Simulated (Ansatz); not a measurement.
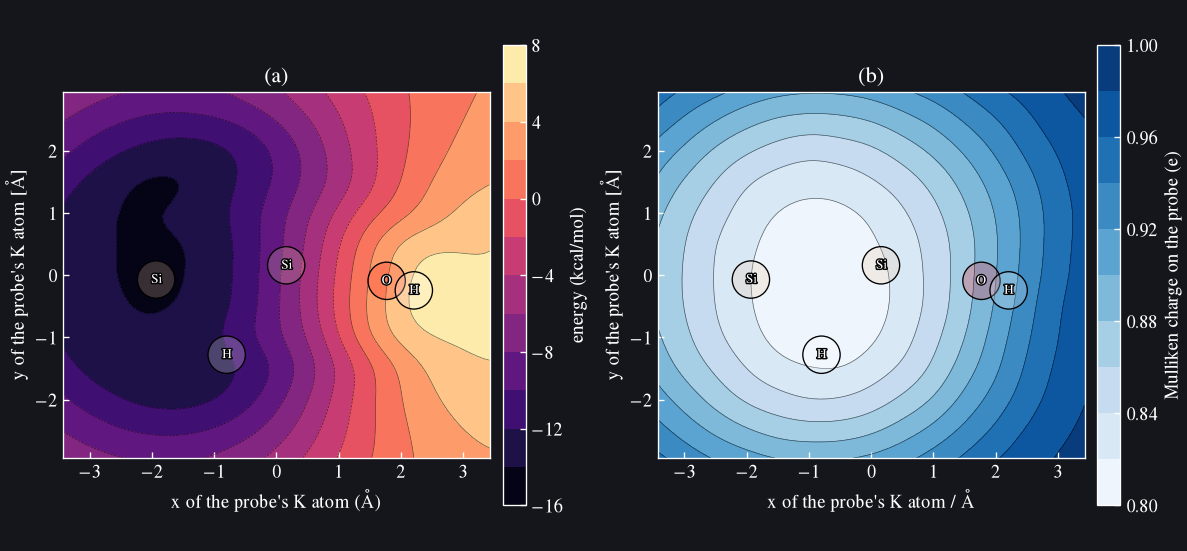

H₂OSi₂ (SMILES O[Si]#[SiH]) with the probe K+. The probe is moved over a plane parallel to the molecule's main plane, 3.54 Å above it. The first coordinate is: x of the probe's K atom; the second: y of the probe's K atom. Nothing is relaxed (molecule and probe rigid). The grid has 15 × 13 points. All energies are given in kcal/mol relative to molecule and probe far apart, each relaxed in its own basis (no counterpoise correction). Level of theory: RKS PBE0-D4/def2-TZVP in Ansatz.

Panel (a) is the energy; panel (b) is the computed Mulliken charge on the probe, in e.

In the figure: filled contours, labelled circles for the molecule's atoms, projected on the plane. Between grid points the surface is interpolated.

How does the Mulliken charge on the probe vary over the map, and what is it at the lowest grid point?

Leaving out the highest fifth of the energies, it runs from 0.80 e at x of the probe's K atom = −0.98 Å, y of the probe's K atom = −0.49 Å [nearest 2 Si at 3.73 Å and 1 H at 3.68 Å] to 0.98 e at x of the probe's K atom = 2.94 Å, y of the probe's K atom = 2.94 Å. At the lowest grid point, x of the probe's K atom = −1.96 Å, y of the probe's K atom = 0.00 Å [nearest 1 Si at 3.54 Å], it is 0.82 e.

```
y of the probe's K atom ↓, x of the probe's K atom →  −3.43  −2.94  −2.45  −1.96  −1.47  −0.98  −0.49  0.00  0.49  0.98  1.47  1.96  2.45  2.94  3.43
                                                2.94   0.95   0.94   0.92   0.91   0.90   0.90   0.90  0.91  0.92  0.93  0.94  0.95  0.97  0.98  0.98
                                                2.45   0.93   0.91   0.90   0.88   0.88   0.87   0.87  0.88  0.89  0.90  0.92  0.94  0.95  0.97  0.98
                                                1.96   0.91   0.89   0.87   0.86   0.85   0.84   0.85  0.85  0.87  0.88  0.90  0.92  0.94  0.96  0.97
                                                1.47   0.90   0.88   0.86   0.84   0.83   0.83   0.83  0.84  0.85  0.86  0.89  0.91  0.93  0.95  0.97
                                                0.98   0.88   0.86   0.85   0.83   0.82   0.81   0.82  0.82  0.84  0.85  0.88  0.90  0.92  0.95  0.97
                                                0.49   0.88   0.86   0.84   0.82   0.81   0.81   0.81  0.82  0.83  0.85  0.87  0.90  0.92  0.95  0.97
                                                0.00   0.88   0.86   0.84   0.82   0.81   0.80   0.80  0.81  0.83  0.85  0.87  0.90  0.93  0.95  0.97
                                               −0.49   0.88   0.86   0.84   0.82   0.81   0.80   0.80  0.81  0.83  0.85  0.87  0.90  0.93  0.95  0.97
                                               −0.98   0.88   0.86   0.84   0.83   0.81   0.81   0.81  0.82  0.83  0.85  0.88  0.91  0.93  0.96  0.97
                                               −1.47   0.89   0.87   0.85   0.84   0.83   0.82   0.82  0.83  0.84  0.86  0.89  0.91  0.94  0.96  0.98
                                               −1.96   0.91   0.89   0.87   0.85   0.84   0.84   0.84  0.85  0.86  0.88  0.90  0.93  0.95  0.97  0.98
                                               −2.45   0.93   0.91   0.89   0.88   0.87   0.87   0.87  0.87  0.89  0.90  0.92  0.94  0.96  0.97  0.98
                                               −2.94   0.94   0.93   0.92   0.91   0.90   0.90   0.90  0.90  0.91  0.93  0.94  0.96  0.97  0.98  0.99
```
